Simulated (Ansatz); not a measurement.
**C₃H₄FN: single points with varied inputs**

Aim: run C₃H₄FN under a spread of inputs, and see what each costs and gives.

The runs use Ansatz 0.2.0, Gaussian basis; the settings change from run to run.

## (1) The relaxed structure

The structure was relaxed beforehand with PBE0-D4 in a triple-zeta def2 set.

SMILES `NC=C=CF`, 9 atoms, charge 0, spin multiplicity 1.

Atoms are counted from 1 here; the program's logs count them from 0.

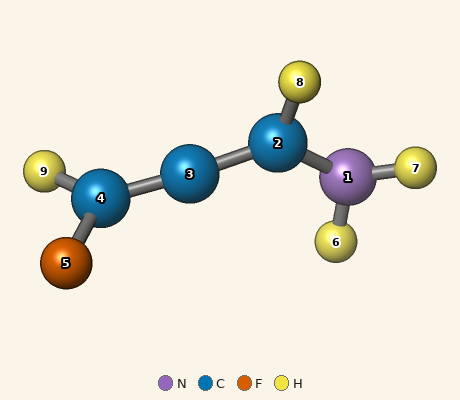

The structure; nitrogen purple, carbon blue, fluorine orange, hydrogen yellow; atoms are numbered from 1 in the order of the file.

## (2) CAM-B3LYP/def2-TZVPP

Options: atoms shaken by 0.03 Å.

Input file in.yaml:

```yaml
crystal:
  periodic: [false, false, false]
  atoms:
    - {symbol: N, position_ang: [1.529055, -0.596323, -0.610538]}
    - {symbol: C, position_ang: [0.254588, -0.785539, -0.149678]}
    - {symbol: C, position_ang: [-0.493222, 0.193417, 0.323198]}
    - {symbol: C, position_ang: [-1.316198, 1.040763, 0.793007]}
    - {symbol: F, position_ang: [-2.240427, 1.650871, 0.141409]}
    - {symbol: H, position_ang: [1.811618, 0.347363, -0.845298]}
    - {symbol: H, position_ang: [1.843696, -1.327435, -1.220671]}
    - {symbol: H, position_ang: [-0.042954, -1.771897, -0.050163]}
    - {symbol: H, position_ang: [-1.268724, 1.428617, 1.830562]}
basis:
  gaussian: {orbitals: def2-TZVPP}
hamiltonian: {xc: {name: CAM-B3LYP}}
output: {forces: true}
```

Launch:

```sh
$ ansatz run in.yaml --threads 2 --pin off --events-out ev --progress --plain --max-ram 4352MiB
```

Log, cut to the lines that bear on the results:

```text
Functional definition: CAM-B3LYP
  name "CAM-B3LYP"
  cite "Yanai, Tew & Handy, Chem. Phys. Lett. 393, 51 (2004) doi:10.1016/j.cplett.2004.06.011"
  cite "Iikura, Tsuneda, Yanai & Hirao, J. Chem. Phys. 115, 3540 (2001) doi:10.1063/1.1383587"
  cite "Becke, Phys. Rev. A 38, 3098 (1988) doi:10.1103/PhysRevA.38.3098"
  cite "Lee, Yang & Parr, Phys. Rev. B 37, 785 (1988) doi:10.1103/PhysRevB.37.785"
  cite "Vosko, Wilk & Nusair, Can. J. Phys. 58, 1200 (1980) doi:10.1139/p80-159"
[...]
  # Exact exchange under (alpha + beta erf(omega r))/r, Becke's under what is left of 1/r.
[...]
1087 factors; their error is unknown
267 factors; integrals over basis functions are off by at most 1.1e-5 eV
[...]
mean field -7380.75619777 eV, -271.2377874118 hartree, gradient 3.3e-5 eV, S^2 0.000000; 0 other end points of the search recorded, 0 dependent functions left out
[...]
reference -7380.75631170 eV, -271.2377915986 hartree; 19, 19 occupied and 192, 192 virtual orbitals, 1087 factors
Total energy: -7380.75631170 eV, -271.2377915986 hartree
Atom 0 at     1.529055    -0.596323    -0.610538 Å, force     0.433510    -0.263194    -0.363957 eV/Å
Atom 1 at     0.254588    -0.785539    -0.149678 Å, force     0.124479     2.942230     0.797484 eV/Å
Atom 2 at    -0.493222     0.193417     0.323198 Å, force     0.714736    -1.908182    -1.052392 eV/Å
Atom 3 at    -1.316198     1.040763     0.793007 Å, force     1.397698     0.368643     3.192718 eV/Å
Atom 4 at    -2.240427     1.650871     0.141409 Å, force    -2.270061     1.315445    -1.863358 eV/Å
Atom 5 at     1.811618     0.347363    -0.845298 Å, force    -0.118770    -0.391723    -0.032065 eV/Å
Atom 6 at     1.843696    -1.327435    -1.220671 Å, force     0.357292     0.172529    -0.187289 eV/Å
Atom 7 at    -0.042954    -1.771897    -0.050163 Å, force    -0.621318    -1.836462     0.033088 eV/Å
Atom 8 at    -1.268724     1.428617     1.830562 Å, force    -0.017567    -0.399287    -0.524229 eV/Å
Dipole moment:     0.425436    -0.268458    -0.171938 e Å
```

It took 4.9 s on 2 threads of Arm Neoverse V1, shared host; peak memory 0.48 GiB.

Largest force 3.505 eV/Å, dipole 2.55 D.

## (3) r2SCAN/aug-cc-pVDZ

Set apart from the defaults: unrestricted orbitals, coordinates scaled by 0.92, D3(BJ) dispersion, high accuracy, the search for lower states set to full.

Input file in.yaml:

```yaml
crystal:
  periodic: [false, false, false]
  atoms:
    - {symbol: N, position_ang: [1.433071, -0.582706, -0.577185]}
    - {symbol: C, position_ang: [0.258075, -0.734111, -0.125384]}
    - {symbol: C, position_ang: [-0.484078, 0.134396, 0.262791]}
    - {symbol: C, position_ang: [-1.201725, 0.960650, 0.732054]}
    - {symbol: F, position_ang: [-2.089157, 1.537658, 0.077461]}
    - {symbol: H, position_ang: [1.660151, 0.277845, -0.834902]}
    - {symbol: H, position_ang: [1.725427, -1.234600, -1.165570]}
    - {symbol: H, position_ang: [-0.035592, -1.689155, -0.060634]}
    - {symbol: H, position_ang: [-1.184751, 1.287335, 1.675636]}
basis:
  gaussian: {orbitals: aug-cc-pVDZ}
magnetization: {spin_polarized: true, initial_magnetization: 0}
hamiltonian: {xc: {name: r2SCAN}, dispersion: d3bj}
accuracy: high
scf: {lower_state_search: full}
output: {forces: true}
```

The command is unchanged.

Log, cut to the lines that bear on the results:

```text
Warning: the engine holds no damping parameters fitted to this dispersion correction and functional, so the run takes those fitted to r2scan beside the three-body term, which d3bj leaves out (hamiltonian.dispersion, under Limitations)
Functional definition: r2SCAN
  name "r2SCAN"
  cite "Furness, Kaplan, Ning, Perdew & Sun, J. Phys. Chem. Lett. 11, 8208 (2020) doi:10.1021/acs.jpclett.0c02405"
  cite "Furness, Kaplan, Ning, Perdew & Sun, J. Phys. Chem. Lett. 11, 9248 (2020) doi:10.1021/acs.jpclett.0c03077"
  parent r2scan
[...]
2903 factors; integrals over basis functions are off by at most 3.3e-9 eV
[...]
mean field -7375.22513717 eV, -271.0345246840 hartree, gradient 3.0e-8 eV, S^2 0.000000; 0 other end points of the search recorded, 0 dependent functions left out
[...]
reference -7375.22515215 eV, -271.0345252342 hartree; 19, 19 occupied and 132, 132 virtual orbitals, 2903 factors
Total energy: -7375.26700953 eV, -271.0360634647 hartree
Atom 0 at     1.433071    -0.582706    -0.577185 Å, force     3.940225    -0.438023     1.278951 eV/Å
Atom 1 at     0.258075    -0.734111    -0.125384 Å, force     0.903786    -4.211156    -0.671910 eV/Å
Atom 2 at    -0.484078     0.134396     0.262791 Å, force     0.307940    -0.515645    -0.668185 eV/Å
Atom 3 at    -1.201725     0.960650     0.732054 Å, force    -2.007405     3.126992     3.691528 eV/Å
Atom 4 at    -2.089157     1.537658     0.077461 Å, force    -5.528507     3.736971    -3.789460 eV/Å
Atom 5 at     1.660151     0.277845    -0.834902 Å, force     1.535103     4.739465    -1.337950 eV/Å
Atom 6 at     1.725427    -1.234600    -1.165570 Å, force     1.990530    -3.611496    -3.163777 eV/Å
Atom 7 at    -0.035592    -1.689155    -0.060634 Å, force    -1.325867    -4.227610     0.279657 eV/Å
Atom 8 at    -1.184751     1.287335     1.675636 Å, force     0.184195     1.400502     4.381146 eV/Å
Dipole moment:     0.412096    -0.240655    -0.183878 e Å
```

Run time: 28 s. Hardware: 2 threads of Arm Neoverse V1, shared host; peak memory 0.88 GiB.

Largest force 7.674 eV/Å, dipole 2.46 D, ⟨S²⟩ 0.000.

## (4) r2SCAN0/pcseg-2

Set apart from the defaults: a grid of angular degree 47, high accuracy.

Input file in.yaml:

```yaml
crystal:
  periodic: [false, false, false]
  atoms:
    - {symbol: N, position_ang: [1.557686, -0.633376, -0.627375]}
    - {symbol: C, position_ang: [0.280516, -0.797947, -0.136287]}
    - {symbol: C, position_ang: [-0.526172, 0.146083, 0.285642]}
    - {symbol: C, position_ang: [-1.306223, 1.044185, 0.795711]}
    - {symbol: F, position_ang: [-2.270823, 1.671367, 0.084197]}
    - {symbol: H, position_ang: [1.804511, 0.302005, -0.907502]}
    - {symbol: H, position_ang: [1.875464, -1.341956, -1.266924]}
    - {symbol: H, position_ang: [-0.038687, -1.836038, -0.065906]}
    - {symbol: H, position_ang: [-1.287772, 1.399277, 1.821344]}
basis:
  gaussian: {orbitals: pcseg-2, final_grid: {core_spheres: 20, valence_spheres: 16, degree: 47}}
hamiltonian: {xc: {name: r2SCAN0}}
accuracy: high
```

Launched as before.

Log, cut to the lines that bear on the results:

```text
Functional definition: r2SCAN0
  name "r2SCAN0"
  cite "Bursch, Neugebauer, Ehlert & Grimme, J. Chem. Phys. 156, 134105 (2022) doi:10.1063/5.0086040"
  cite "Furness, Kaplan, Ning, Perdew & Sun, J. Phys. Chem. Lett. 11, 8208 (2020) doi:10.1021/acs.jpclett.0c02405"
  cite "Furness, Kaplan, Ning, Perdew & Sun, J. Phys. Chem. Lett. 11, 9248 (2020) doi:10.1021/acs.jpclett.0c03077"
  parent r2scan
[...]
3713 factors; integrals over basis functions are off by at most 1.1e-8 eV
[...]
mean field -7378.94277123 eV, -271.1711452158 hartree, gradient 9.1e-8 eV, S^2 0.000000; 0 other end points of the search recorded, 0 dependent functions left out
reference -7378.94277206 eV, -271.1711452460 hartree; 19, 19 occupied and 187, 187 virtual orbitals, 3713 factors
Total energy: -7378.94277206 eV, -271.1711452460 hartree
```

It took 16 s on 2 threads of Arm Neoverse V1, shared host; peak memory 1.1 GiB.

## (5) B97/def2-SVPD

Set apart from the defaults: charge +1, multiplicity 2, density fitting with def2-universal-jkfit, a point charge of 0.50 e beside it.

in.yaml, as its differences from that of step 4:

```diff
@@ -13,4 +13,5 @@
 basis:
-  gaussian: {orbitals: pcseg-2, final_grid: {core_spheres: 20, valence_spheres: 16, degree: 47}}
-hamiltonian: {xc: {name: r2SCAN0}}
-accuracy: high
+  gaussian: {orbitals: def2-SVPD, fitting: {mean_field: def2-universal-jkfit}, point_charges: [{charge: 0.50, position_ang: [4.614, 0.028, 0.997]}]}
+total_charge: 1
+magnetization: {spin_polarized: true, initial_magnetization: 1}
+hamiltonian: {xc: {name: B97}}
```

The command is unchanged.

Log, cut to the lines that bear on the results:

```text
Functional definition: B97
  name "B97"
  cite "Becke, J. Chem. Phys. 107, 8554 (1997) doi:10.1063/1.475007"
[...]
      + integral(e_c_pw_opposite_spin*poly(b97_u_opposite, cos0, cos1, cos2))
451 factors; integrals over basis functions are off by at most 2.3e-1 eV
[...]
mean field -7363.29297200 eV, -270.5960257019 hartree, gradient 1.9e-5 eV, S^2 0.760462; 2 other end points of the search recorded, 0 dependent functions left out
reference -7363.29300008 eV, -270.5960267337 hartree; 19, 18 occupied and 116, 117 virtual orbitals, 451 factors
Total energy: -7363.29300008 eV, -270.5960267337 hartree
```

Run time: 11 s. Hardware: 2 threads of Arm Neoverse V1, shared host; peak memory 0.29 GiB.

⟨S²⟩ 0.760.

## (6) r2SCANh/6-31++G**

This run has D3(BJ) with three-body dispersion.

in.yaml, as its differences from that of step 5:

```diff
@@ -13,5 +13,3 @@
 basis:
-  gaussian: {orbitals: def2-SVPD, fitting: {mean_field: def2-universal-jkfit}, point_charges: [{charge: 0.50, position_ang: [4.614, 0.028, 0.997]}]}
-total_charge: 1
-magnetization: {spin_polarized: true, initial_magnetization: 1}
-hamiltonian: {xc: {name: B97}}
+  gaussian: {orbitals: "6-31++G**"}
+hamiltonian: {xc: {name: r2SCANh}, dispersion: d3bjatm}
```

Launched as before.

Log, cut to the lines that bear on the results:

```text
Functional definition: r2SCANh
  name "r2SCANh"
  cite "Bursch, Neugebauer, Ehlert & Grimme, J. Chem. Phys. 156, 134105 (2022) doi:10.1063/5.0086040"
  cite "Furness, Kaplan, Ning, Perdew & Sun, J. Phys. Chem. Lett. 11, 8208 (2020) doi:10.1021/acs.jpclett.0c02405"
  cite "Furness, Kaplan, Ning, Perdew & Sun, J. Phys. Chem. Lett. 11, 9248 (2020) doi:10.1021/acs.jpclett.0c03077"
  parent r2scan
[...]
1172 factors; their error is unknown
[...]
mean field -7377.00067443 eV, -271.0997744747 hartree, gradient 7.2e-5 eV, S^2 0.000000; 0 other end points of the search recorded, 0 dependent functions left out
reference -7377.00070231 eV, -271.0997754993 hartree; 19, 19 occupied and 100, 100 virtual orbitals, 1172 factors
Total energy: -7377.04219004 eV, -271.1013001452 hartree
```

Wall time 3.4 s (2 threads of Arm Neoverse V1, shared host).

## (7) BHLYP/aug-pcseg-2

Set apart from the defaults: a grid of angular degree 11, a point charge of 1.00 e beside it, D3(BJ) with three-body dispersion, relativity set to scalar.

in.yaml, as its differences from that of step 6:

```diff
@@ -13,3 +13,4 @@
 basis:
-  gaussian: {orbitals: "6-31++G**"}
-hamiltonian: {xc: {name: r2SCANh}, dispersion: d3bjatm}
+  gaussian: {orbitals: aug-pcseg-2, final_grid: {core_spheres: 5, valence_spheres: 4, degree: 11}, point_charges: [{charge: 1.00, position_ang: [5.188, -0.495, 0.269]}]}
+hamiltonian: {xc: {name: BHLYP}, dispersion: d3bjatm, pseudopotentials: {relativity: scalar}}
+output: {forces: true}
```

Same command.

Log, cut to the lines that bear on the results:

```text
Functional definition: BHLYP
  name "BHLYP"
  cite "Becke, J. Chem. Phys. 98, 1372 (1993) doi:10.1063/1.464304"
  cite "Becke, Phys. Rev. A 38, 3098 (1988) doi:10.1103/PhysRevA.38.3098"
  cite "Lee, Yang & Parr, Phys. Rev. B 37, 785 (1988) doi:10.1103/PhysRevB.37.785"
[...]
1388 factors; their error is unknown
[...]
mean field -7384.31644694 eV, -271.3686241555 hartree, gradient 3.8e-5 eV, S^2 0.000000; 0 other end points of the search recorded, 0 dependent functions left out
[...]
reference -7384.31665525 eV, -271.3686318108 hartree; 19, 19 occupied and 303, 303 virtual orbitals, 1388 factors
Total energy: -7384.50491894 eV, -271.3755503737 hartree
Relativity: scalar
Atom 0 at     1.557686    -0.633376    -0.627375 Å, force     1.388253     0.238646    -0.246345 eV/Å
Atom 1 at     0.280516    -0.797947    -0.136287 Å, force    -1.307401     0.059597     0.745539 eV/Å
Atom 2 at    -0.526172     0.146083     0.285642 Å, force     0.413576    -0.201486    -0.177307 eV/Å
Atom 3 at    -1.306223     1.044185     0.795711 Å, force    -0.290133     0.284697    -0.221446 eV/Å
Atom 4 at    -2.270823     1.671367     0.084197 Å, force     0.667695    -0.468892     0.351280 eV/Å
Atom 5 at     1.804511     0.302005    -0.907502 Å, force    -0.376973    -0.397197    -0.097839 eV/Å
Atom 6 at     1.875464    -1.341956    -1.266924 Å, force    -0.371760     0.363635     0.039129 eV/Å
Atom 7 at    -0.038687    -1.836038    -0.065906 Å, force     0.142438     0.389969    -0.066990 eV/Å
Atom 8 at    -1.287772     1.399277     1.821344 Å, force     0.011792    -0.242851    -0.367980 eV/Å
Dipole moment:    -0.004711    -0.189541    -0.103586 e Å
```

It took 10 s on 2 threads of Arm Neoverse V1, shared host; peak memory 1.1 GiB.

Largest force 1.506 eV/Å, dipole 1.04 D.

## (8) wB97X/def2-TZVPD

in.yaml, as its differences from that of step 7:

```diff
@@ -13,4 +13,4 @@
 basis:
-  gaussian: {orbitals: aug-pcseg-2, final_grid: {core_spheres: 5, valence_spheres: 4, degree: 11}, point_charges: [{charge: 1.00, position_ang: [5.188, -0.495, 0.269]}]}
-hamiltonian: {xc: {name: BHLYP}, dispersion: d3bjatm, pseudopotentials: {relativity: scalar}}
+  gaussian: {orbitals: def2-TZVPD}
+hamiltonian: {xc: {name: wB97X}}
 output: {forces: true}
```

The command is unchanged.

Log, cut to the lines that bear on the results:

```text
Functional definition: wB97X
  name "wB97X"
  cite "Chai & Head-Gordon, J. Chem. Phys. 128, 084106 (2008) doi:10.1063/1.2834918"
  cite "Becke, J. Chem. Phys. 107, 8554 (1997) doi:10.1063/1.475007"
[...]
  # The coefficients of nought are those of the uniform gas.
[...]
      + exact_x_lr(omega)
[...]
      + integral(e_c_pw_opposite_spin*poly(b97_u_opposite, 1, cos1, cos2, cos3, cos4))
1102 factors; their error is unknown
372 factors; integrals over basis functions are off by at most 3.2e-5 eV
[...]
mean field -7382.02113399 eV, -271.2842729606 hartree, gradient 7.0e-5 eV, S^2 0.000000; 0 other end points of the search recorded, 0 dependent functions left out
[...]
reference -7382.02109184 eV, -271.2842714116 hartree; 19, 19 occupied and 205, 205 virtual orbitals, 1102 factors
Total energy: -7382.02109184 eV, -271.2842714116 hartree
Atom 0 at     1.557686    -0.633376    -0.627375 Å, force     0.172272     0.067612    -0.130391 eV/Å
Atom 1 at     0.280516    -0.797947    -0.136287 Å, force    -0.241135    -0.068928     0.118747 eV/Å
Atom 2 at    -0.526172     0.146083     0.285642 Å, force     0.047139    -0.049346    -0.049422 eV/Å
Atom 3 at    -1.306223     1.044185     0.795711 Å, force     0.119502    -0.045509     0.179527 eV/Å
Atom 4 at    -2.270823     1.671367     0.084197 Å, force    -0.107490     0.067303    -0.131653 eV/Å
Atom 5 at     1.804511     0.302005    -0.907502 Å, force     0.009512    -0.030194     0.006242 eV/Å
Atom 6 at     1.875464    -1.341956    -1.266924 Å, force    -0.000060     0.032016     0.030386 eV/Å
Atom 7 at    -0.038687    -1.836038    -0.065906 Å, force    -0.006807     0.057140     0.007962 eV/Å
Atom 8 at    -1.287772     1.399277     1.821344 Å, force     0.007069    -0.030094    -0.031398 eV/Å
Dipole moment:     0.466802    -0.295827    -0.146028 e Å
```

It took 13 s on 2 threads of Arm Neoverse V1, shared host; peak memory 0.63 GiB.

Largest force 0.277 eV/Å, dipole 2.75 D.

## (9) revPBE0/6-31++G**

Set apart from the defaults: D3(BJ) dispersion, relativity set to none, high accuracy.

in.yaml, as its differences from that of step 8:

```diff
@@ -13,4 +13,4 @@
 basis:
-  gaussian: {orbitals: def2-TZVPD}
-hamiltonian: {xc: {name: wB97X}}
-output: {forces: true}
+  gaussian: {orbitals: "6-31++G**"}
+hamiltonian: {xc: {name: revPBE0}, dispersion: d3bj, pseudopotentials: {relativity: none}}
+accuracy: high
```

Same command.

Log, cut to the lines that bear on the results:

```text
Functional definition: revPBE0
  name "revPBE0"
  cite "Zhang & Yang, Phys. Rev. Lett. 80, 890 (1998) doi:10.1103/PhysRevLett.80.890"
  cite "Adamo & Barone, J. Chem. Phys. 110, 6158 (1999) doi:10.1063/1.478522"
  cite "Perdew, Burke & Ernzerhof, Phys. Rev. Lett. 77, 3865 (1996) doi:10.1103/PhysRevLett.77.3865"
[...]
2518 factors; integrals over basis functions are off by at most 3.4e-9 eV
[...]
mean field -7378.00343245 eV, -271.1366251520 hartree, gradient 9.5e-8 eV, S^2 0.000000; 0 other end points of the search recorded, 0 dependent functions left out
reference -7378.00343842 eV, -271.1366253715 hartree; 19, 19 occupied and 100, 100 virtual orbitals, 2518 factors
Total energy: -7378.32839689 eV, -271.1485673750 hartree
```

It took 6 s on 2 threads of Arm Neoverse V1, shared host; peak memory 0.47 GiB.

## (10) HSE06/def2-SVPD

This run has density fitting with def2-universal-jkfit, a grid of angular degree 11, high accuracy, the search for lower states set to full.

in.yaml, as its differences from that of step 9:

```diff
@@ -13,4 +13,6 @@
 basis:
-  gaussian: {orbitals: "6-31++G**"}
-hamiltonian: {xc: {name: revPBE0}, dispersion: d3bj, pseudopotentials: {relativity: none}}
+  gaussian: {orbitals: def2-SVPD, fitting: {mean_field: def2-universal-jkfit}, final_grid: {core_spheres: 5, valence_spheres: 4, degree: 11}}
+hamiltonian: {xc: {name: HSE06}}
 accuracy: high
+scf: {lower_state_search: full}
+output: {forces: true}
```

Same command.

Log, cut to the lines that bear on the results:

```text
Functional definition: HSE06
  name "HSE06"
  cite "Heyd, Scuseria & Ernzerhof, J. Chem. Phys. 118, 8207 (2003) doi:10.1063/1.1564060"
  cite "Krukau, Vydrov, Izmaylov & Scuseria, J. Chem. Phys. 125, 224106 (2006) doi:10.1063/1.2404663"
  cite "Heyd & Scuseria, J. Chem. Phys. 120, 7274 (2004) doi:10.1063/1.1668634"
  cite "Ernzerhof & Perdew, J. Chem. Phys. 109, 3313 (1998) doi:10.1063/1.476928"
  cite "Perdew, Burke & Ernzerhof, Phys. Rev. Lett. 77, 3865 (1996) doi:10.1103/PhysRevLett.77.3865"
  parent pbe
[...]
  # The whole range is PBE's own exchange, as in plane waves. The composition of these papers is wPBEh.
[...]
451 factors; integrals over basis functions are off by at most 2.3e-1 eV
451 factors; integrals over basis functions are off by at most 2.0e-9 eV
[...]
Total energy: -7367.50122811 eV, -270.7506762614 hartree
Atom 0 at     1.557686    -0.633376    -0.627375 Å, force    -0.100049    -0.085159     0.050042 eV/Å
Atom 1 at     0.280516    -0.797947    -0.136287 Å, force     0.412272    -0.115761    -0.106499 eV/Å
Atom 2 at    -0.526172     0.146083     0.285642 Å, force    -0.037393    -0.037513    -0.039042 eV/Å
Atom 3 at    -1.306223     1.044185     0.795711 Å, force    -0.254725     0.418880    -0.015435 eV/Å
Atom 4 at    -2.270823     1.671367     0.084197 Å, force    -0.073236    -0.023197    -0.115232 eV/Å
Atom 5 at     1.804511     0.302005    -0.907502 Å, force     0.019580     0.121809    -0.021079 eV/Å
Atom 6 at     1.875464    -1.341956    -1.266924 Å, force     0.121716    -0.072985    -0.109938 eV/Å
Atom 7 at    -0.038687    -1.836038    -0.065906 Å, force    -0.087449    -0.292818    -0.021396 eV/Å
Atom 8 at    -1.287772     1.399277     1.821344 Å, force    -0.000716     0.086744     0.378579 eV/Å
Dipole moment:     0.493409    -0.303999    -0.150675 e Å
```

Wall time 1.6 s (2 threads of Arm Neoverse V1, shared host).

Largest force 0.490 eV/Å, dipole 2.88 D.

## (11) The runs in one table

```
               level  charge  multiplicity               geometry  functions  energy (eV)   time
CAM-B3LYP/def2-TZVPP       0             1                 shaken        211    -7380.756  4.9 s
  r2SCAN/aug-cc-pVDZ       0             1                 scaled        151    -7375.267   28 s
     r2SCAN0/pcseg-2       0             1                relaxed        206    -7378.943   16 s
       B97/def2-SVPD       1             2  relaxed, point charge        135    -7363.293   11 s
   r2SCANh/6-31++G**       0             1                relaxed        119    -7377.042  3.4 s
   BHLYP/aug-pcseg-2       0             1  relaxed, point charge        322    -7384.505   10 s
    wB97X/def2-TZVPD       0             1                relaxed        224    -7382.021   13 s
   revPBE0/6-31++G**       0             1                relaxed        119    -7378.328    6 s
     HSE06/def2-SVPD       0             1                relaxed        135    -7367.501  1.6 s
```

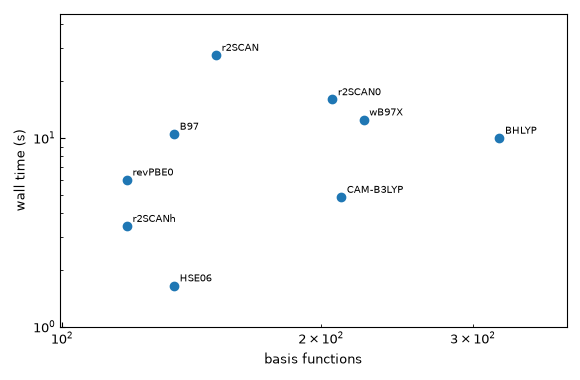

Wall time against the number of basis functions (shared host).

## (12) What came out

| quantity | value |
| --- | --- |
| runs | 9 |
| quickest | HSE06/def2-SVPD, 1.6 s |
| slowest | r2SCAN/aug-cc-pVDZ, 28 s |
| spread of total energies, same state and geometry | 14.5 eV |
| dipole, same state and geometry | 2.75 to 2.88 D |

What this shows: Run time spans a factor of 17, from HSE06/def2-SVPD to r2SCAN/aug-cc-pVDZ. The jobs differ in tasks and options as well as level. The totals spread over 15 eV; they can't be compared across methods or bases. At the PBE0-D4/def2-TZVP geometry and in the same state, runs without warnings or point charges leave forces up to 0.49 eV/Å (HSE06/def2-SVPD), against 7.7 eV/Å where the atoms were moved.
